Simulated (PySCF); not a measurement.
C₅H₉Cl₃Si, SMILES C(C)(C)/C=C\[Si](Cl)(Cl)Cl, singlet at its GFN2-xTB optimised geometry (Å):

```
18

C      1.3969    -0.6105     0.0000
C     -0.1325    -0.6105     0.0000
C     -0.6741    -1.3388    -1.2330
C     -0.6378     0.7955     0.0000
C     -1.5024     1.3247     0.8614
Si    -2.3269     0.4627     2.3170
Cl    -0.9762    -0.1724     3.6907
Cl    -3.5627     1.7995     3.2068
Cl    -3.4306    -1.1311     1.7209
H      1.7792    -0.1103    -0.8875
H      1.7724    -1.6307     0.0094
H      1.7752    -0.0946     0.8795
H     -0.4857    -1.1291     0.8951
H     -0.3090    -2.3625    -1.2532
H     -1.7611    -1.3584    -1.2119
H     -0.3527    -0.8386    -2.1441
H     -0.2462     1.4095    -0.8032
H     -1.7792     2.3625     0.7209
```

Calculation: CAM-B3LYP/def2-SVP in PySCF 2.14.0. Cells within 0.4 Å of a nucleus heavier than hydrogen are left out (blank, or x).

Map of the log10 of the electron density (e/bohr³), floored at −4 on the plane z = 0.0 Å:

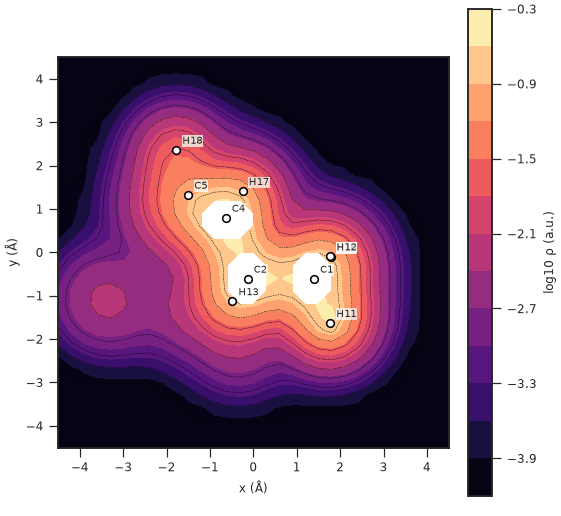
Fig. 1. Log10 of the electron density (e/bohr³), floored at −4 on the plane z = 0.0 Å.
